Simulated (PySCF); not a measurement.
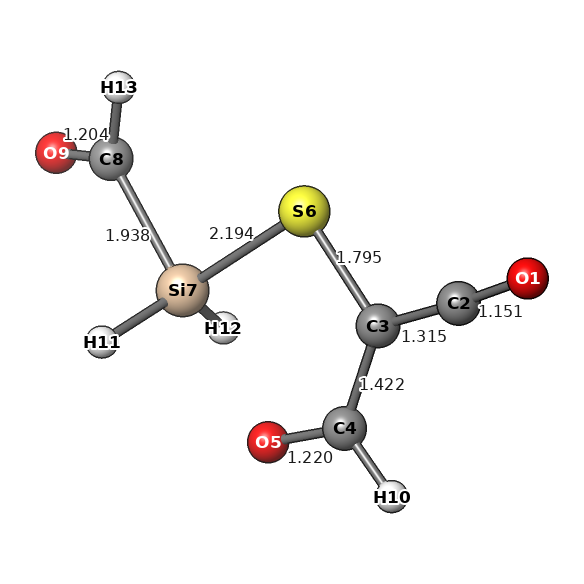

Bond lengths are marked in Å; every bond is drawn as one stick. The computed structure is the end point of a GFN2-xTB optimisation. No frequency run is at hand to confirm it as a minimum.

**Assign a bond order to each marked bond.**

O1–C2 double; C2–C3 double; C3–C4 single; C3–S6 single; C4–O5 double; S6–Si7 single; Si7–C8 single; C8–O9 double.

**Write the SMILES.**

O=C=C(C=O)S[SiH2]C=O
